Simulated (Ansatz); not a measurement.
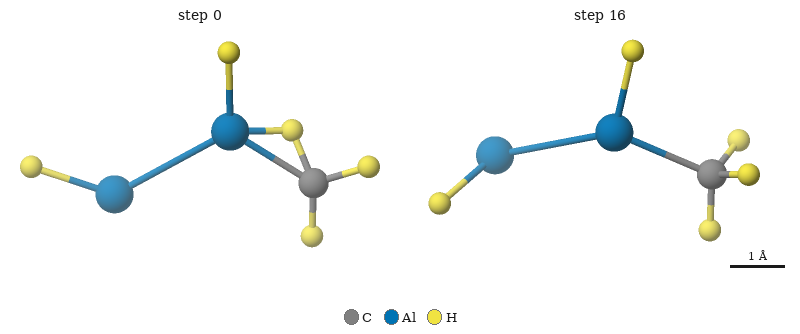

The structure of CH$_{5}$Al$_{2}$ (charge −1) before (left) and after (right) a relaxation, at one scale.

A ball-and-stick model, seen at a tilt.

It is one of the separated reactants of a reaction.

The calculation used RKS PBE-D4/def2-SVPD in Ansatz 0.2.0.

Input
```yaml
crystal:
  periodic: [false, false, false]
  atoms:
    - {symbol: C, position_ang: [-0.954545, 1.147119, -1.110323]}
    - {symbol: Al, position_ang: [-0.371104, 0.675659, 0.580543]}
    - {symbol: Al, position_ang: [1.075202, -1.427298, 0.662287]}
    - {symbol: H, position_ang: [-1.578074, 2.003537, -1.379463]}
    - {symbol: H, position_ang: [-0.687975, 0.554802, -1.988663]}
    - {symbol: H, position_ang: [-0.732257, 1.512455, 1.926319]}
    - {symbol: H, position_ang: [-1.290283, 1.066471, -0.108137]}
    - {symbol: H, position_ang: [1.777125, -2.148647, 1.949491]}
basis:
  gaussian: {orbitals: def2-SVPD}
total_charge: -1
hamiltonian: {xc: pbe, dispersion: d4}
relax: {f_tol: 0.03, max_steps: 250}
```

Command:
```bash
ansatz run in.yaml --threads 2 --pin off --events-out ev --progress --plain --max-ram 4352MiB
```

> Summarise the run.

After 15 accepted moves (16 points after the start) the energy has fallen by 5.298 eV. The largest force component goes from 10 to 0.023 eV/Å. The line search rejected the trial step at point 10 of the run. H7 moves most after the best rigid fit: 1.17 Å. Largest moves by element: H 1.17 Å, Al 0.91 Å, C 0.17 Å. Among the contacts that change: Al2–H7 1.213 → 2.650 Å, C1–Al2 1.850 → 2.039 Å, C1–H7 1.060 → 1.114 Å, Al2–Al3 2.554 → 2.600 Å. Bonds break: Al2–H7 (1.21 → 2.65 Å). Among the angles between lasting bonds that change: Al2–C1–H7 38.4° → 110.9°, H5–C1–H7 142.8° → 107.3°, Al2–Al3–H8 129.2° → 108.9°.
